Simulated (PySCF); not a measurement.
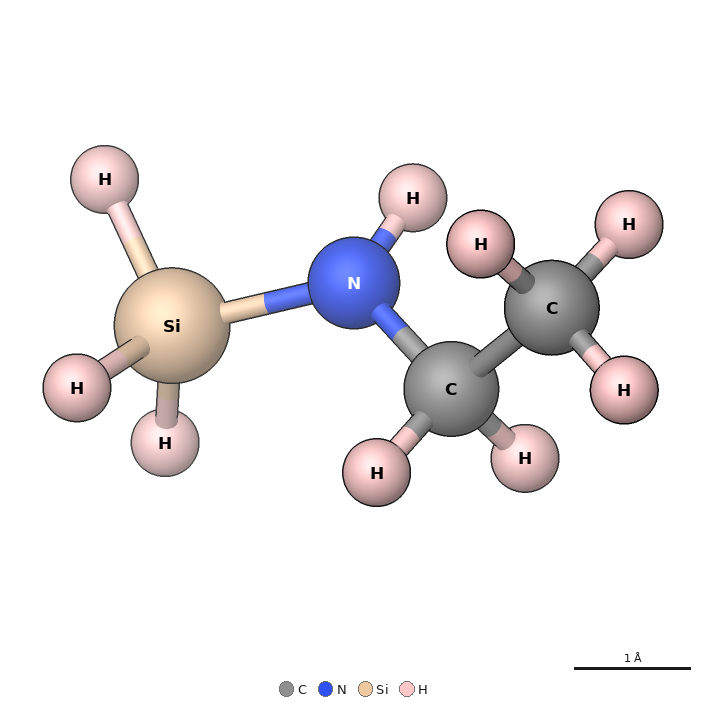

Atoms fade into the background with distance from the viewer. The geometry was computed by an optimisation with PBE0-D3(BJ)/def2-SVP. No frequency run is at hand to confirm it as a minimum. Masses are those of the most abundant isotopes; constants are for the rigid equilibrium geometry.

What kind of rotor is it, and what are its rotational constants in GHz?

Answer. An asymmetric top (C1): A = 21.1, B = 2.42, C = 2.36 GHz. Ray's parameter κ is −0.99, close to the prolate limit.
